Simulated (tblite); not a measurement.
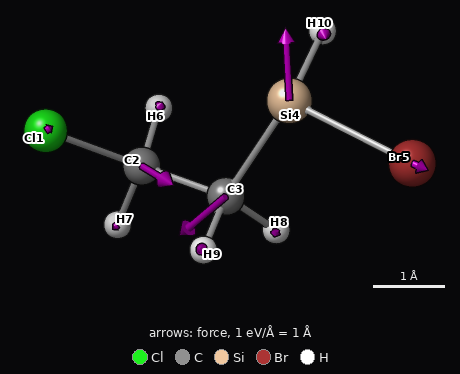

Starting geometry of C2H5BrClSi (multiplicity 2) with the computed forces as purple arrows. The picture is a ball-and-stick view, seen at a tilt.

Level of theory: GFN2-xTB geometry optimisation, gas phase (tblite 0.8.0). 

Is this structure relaxed? If not, where do the atoms go?

It isn't relaxed: the largest force vector, on C3, is 1.10 eV/Å. The final displacements have little in common with the starting forces (cosine between the two patterns 0.11). Cl1 moves most after the best rigid fit: 0.58 Å. By element the largest moves are Cl 0.58 Å, H 0.50 Å, Br 0.26 Å, Si 0.22 Å, C 0.14 Å. Near-neighbour distances that change, for instance: Cl1–Si4 3.580 → 3.076 Å, C3–Si4 1.861 → 1.908 Å, Si4–Br5 2.218 → 2.251 Å, C2–C3 1.540 → 1.511 Å. Bond angles that change, for instance: C2–C3–Si4 116.1° → 109.4°, Br5–Si4–H10 108.9° → 104.6°, Si4–C3–H8 106.9° → 110.9°. Groups turn about C2–C3 by about 20°. Over 70 geometry steps the energy falls by 2.37 kcal/mol. Cost: 0.31 s on 1 thread of Arm Neoverse V2, with other jobs on the host.
